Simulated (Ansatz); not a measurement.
# Which metal contacts puckered SnSe? The Schottky-Mott estimate

If a metal and one layer of puckered SnSe lined up by their vacuum levels alone, the barrier for electrons would be the work function less the affinity, and that for holes the ionisation energy less the work function. What does that give for common contact metals?

**Method.** Ansatz 0.2.0, plane waves with PAW datasets (its set soft_2), PBE. Layers: cell and atoms relaxed with a dispersion term, band edges read against the vacuum level. Here the gap is 1.14 eV, the ionisation energy 4.48 eV and the affinity 3.34 eV. Metals: relaxed slabs of 7 layers at the tabulated experimental lattice constant, Fermi-Dirac smearing of 0.1 eV, Ni with spin. Labels allow 0.1 eV either way.

The runs side by side:

| metal | work function (eV) | barrier for electrons (eV) | barrier for holes (eV) | by the rule |
| --- | --- | --- | --- | --- |
| Sc(0001) | 3.59 | 0.25 | 0.89 | favours electrons |
| Al(111) | 4.03 | 0.69 | 0.45 | favours holes |
| Hf(0001) | 4.33 | 0.99 | 0.15 | favours holes |
| Ti(0001) | 4.37 | 1.03 | 0.11 | favours holes |
| Ag(111) | 4.49 | 1.15 | −0.01 | at the valence edge |
| Mo(110) | 4.56 | 1.22 | −0.08 | at the valence edge |
| Cu(111) | 4.82 | 1.48 | −0.34 | no barrier for holes |
| W(110) | 4.84 | 1.50 | −0.36 | no barrier for holes |
| Ru(0001) | 5.01 | 1.67 | −0.53 | no barrier for holes |
| Ni(111) | 5.06 | 1.72 | −0.58 | no barrier for holes |
| Pd(111) | 5.24 | 1.90 | −0.76 | no barrier for holes |
| Au(111) | 5.27 | 1.93 | −0.79 | no barrier for holes |
| Pt(111) | 5.71 | 2.37 | −1.23 | no barrier for holes |

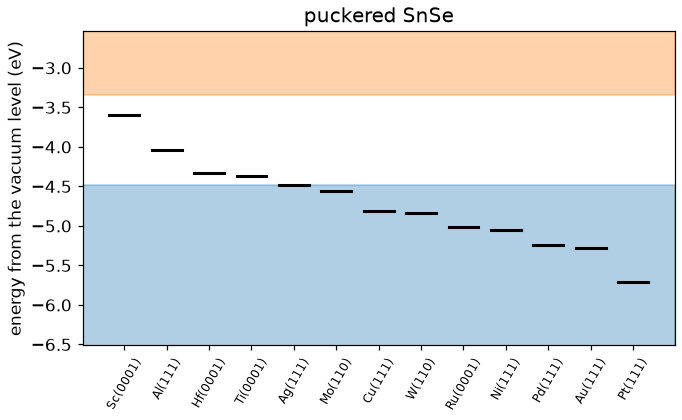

Fermi levels of the metals (black) against the layer's valence band (blue) and conduction band (orange).

**Answer.** By the rule the Fermi level lies over the conduction edge for 0, inside the gap for 4 and under the valence edge for 9 of the 13 metals. The middle of the gap lies 3.91 eV under the vacuum level: metals with a smaller work function favour electrons, those with a larger one holes. Worked for Cu(111): 4.82 − 3.34 = 1.48 eV and 4.48 − 4.82 = −0.34 eV, which add up to the gap, 1.14 eV.

Caveats: This is the limit without any interaction. A real contact lowers the metal's work function by compressing its electron tail, moves charge and can pin the Fermi level, so barriers at bonded contacts depend far less on the metal; van der Waals contacts come nearer to the rule. The layer is built from a prototype, and its stability was not tested. PBE gaps usually lie under quasiparticle gaps, which makes the two barriers together too small, and a missing barrier can be an artefact of that. Spin-orbit coupling is left out. The table is a selection: not every member that was run is listed.
